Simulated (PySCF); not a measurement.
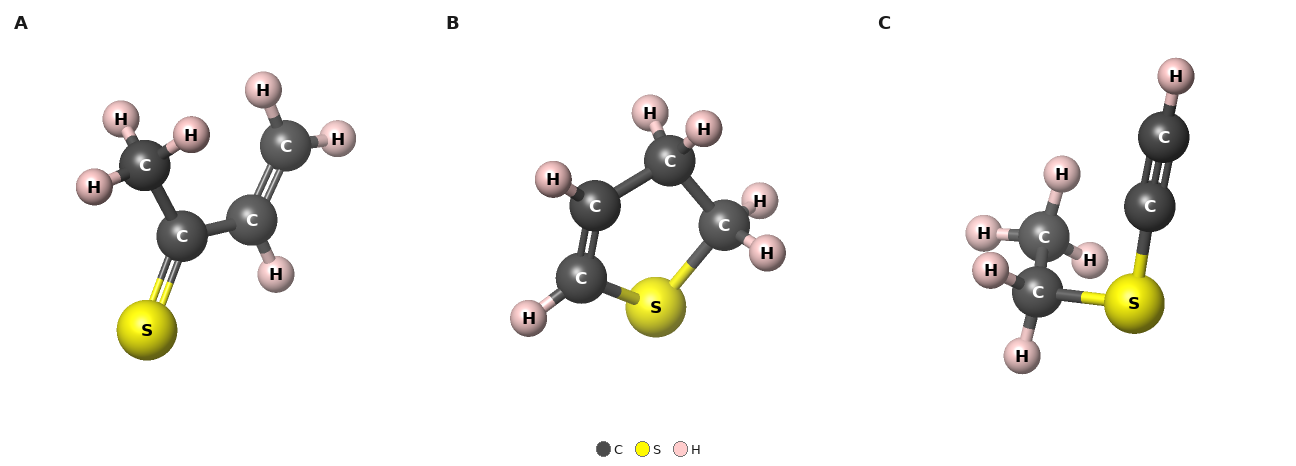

3 stationary structures of one formula. Geometries: PBE0-D3(BJ)/def2-SVP. Electronic energies: PBE0-D3(BJ)/def2-SVP (PySCF 2.14.0), without zero-point energy. No frequency run is at hand to confirm each as a minimum. Each is one conformer, not always the lowest.

> Are they conformers, stereoisomers or constitutional isomers?

They are constitutional isomers of C4H6S: A `C=CC(C)=S`, B `C1=CSCC1`, C `C#CSCC`.

> Which is lowest in energy, and by how much?

B is lowest; A lies 12.9 kcal/mol above it, C lies 39.5 kcal/mol above it.
